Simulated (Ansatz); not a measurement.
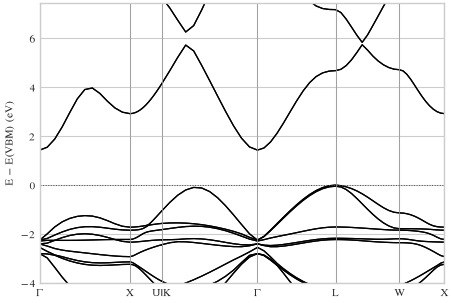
Figure. Band structure from plane-wave PAW r²SCAN with spin–orbit coupling (Ansatz code)

Task: Read off the gap and where the band edges lie.

Result: About 1.4 eV (1.43 eV by a search for the band edges); maximum at L, minimum at Γ.

The material is AgCl (rock salt, Fm-3m).

The r²SCAN relaxation kept the symmetry of its start; phonons on a q-mesh show no instability. No spin polarisation was allowed.

Potentials: the later of the program's two PAW sets.
